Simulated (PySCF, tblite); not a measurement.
**C7H14Si2: geometry, infrared bands and NMR shifts**

Aim: predict the infrared bands and NMR shifts of C7H14Si2 (`C=CCC1=C[C@@H](C)[SiH2][SiH2]1`).

Programs: tblite 0.8.0 and PySCF 2.14.0, with density-fitted response routines of our own. Each step states its level of theory. These are calculated values for one molecule in the gas phase, unless marked as measured. Atoms are numbered from 0 throughout.

### 1 The starting structure

23 atoms, charge 0, multiplicity 1; geometry from: force field or distance geometry start.

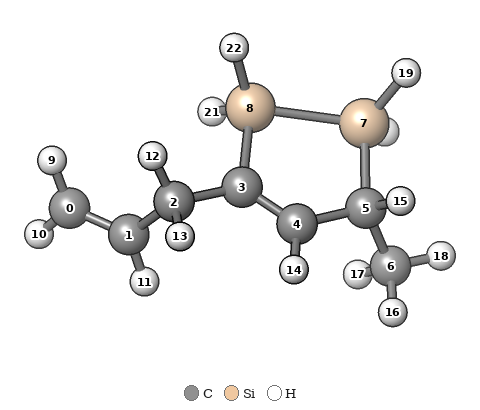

The starting geometry (carbon grey, silicon light orange, hydrogen white), atoms numbered.

### 2 Optimising the geometry with GFN2-xTB

Job settings and geometry (Å):

```
{"job": {"kind": "relax", "xc": "GFN2-xTB", "basis": "xTB"}, "charge": 0, "multiplicity": 1}
C      3.645900    -0.908800    -0.659000
C      2.614600    -0.039100    -0.789900
C      1.956200     0.641400     0.377400
C      0.481200     0.312600     0.448500
C     -0.508200     1.115600     0.030900
C     -1.996000     0.784100     0.136300
C     -2.643400     0.798200    -1.250700
Si    -2.259100    -0.876500     1.092900
Si     0.007500    -1.318000     1.288400
H      4.042800    -1.174500     0.315200
H      4.078100    -1.368800    -1.536800
H      2.243200     0.191700    -1.772800
H      2.443800     0.418300     1.333200
H      2.073800     1.726200     0.230100
H     -0.261400     2.083500    -0.431100
H     -2.464300     1.565200     0.763500
H     -2.508700     1.770800    -1.731200
H     -2.215600     0.024700    -1.904800
H     -3.722200     0.610100    -1.171600
H     -2.936600    -0.635100     2.400300
H     -3.000200    -1.865100     0.252400
H      0.440800    -2.489400     0.493100
H      0.483100    -1.340000     2.709600
```

On the command line:

```
$ OMP_NUM_THREADS=1 python probes_run.py task.json out
```

This one command runs all jobs of the session in turn.

**Question.** This job is followed by: GFN2-xTB harmonic vibrations, gas phase; GIAO PBE0/pcSseg-1 NMR shielding, non-relativistic, gas phase. Predict these results of the whole session: strongest single infrared mode (GFN2-xTB); zero-point energy (GFN2-xTB); 13C shifts against TMS (PBE0/pcSseg-1); 1H shifts against TMS (PBE0/pcSseg-1, means over atoms taken as alike); 29Si shifts against TMS (PBE0/pcSseg-1).

The runs gave:

```
                                                              quantity                                                                       value
                             strongest single infrared mode (GFN2-xTB)                                                       2202 cm⁻¹, 576 km/mol
                                          zero-point energy (GFN2-xTB)                                                              112.4 kcal/mol
                                13C shifts against TMS (PBE0/pcSseg-1)                            162.1, 147.1, 145.7, 122.4, 48.3, 31.9, 23.4 ppm
1H shifts against TMS (PBE0/pcSseg-1, means over atoms taken as alike)  6.60, 5.80, 5.44, 5.33, 4.51, 4.06, 4.06, 3.55, 3.32, 2.97, 2.51, 1.25 ppm
                               29Si shifts against TMS (PBE0/pcSseg-1)                                                            -62.8, -73.7 ppm
```

What this shows: Over 62 steps the energy fell by 0.225 eV; of the close pairs, C0–C1 changed most, 1.355 to 1.319 Å. No mode is imaginary among the 63: a minimum at this level. The strongest single mode, at 2202 cm⁻¹, moves mainly H21. Unscaled tight-binding wavenumbers are off by several per cent, some by more. Its intensities can rank the bands wrongly. At PBE0/pcSseg-1: The largest span, 230 ppm, is at C1, where the paramagnetic term is -217 ppm.
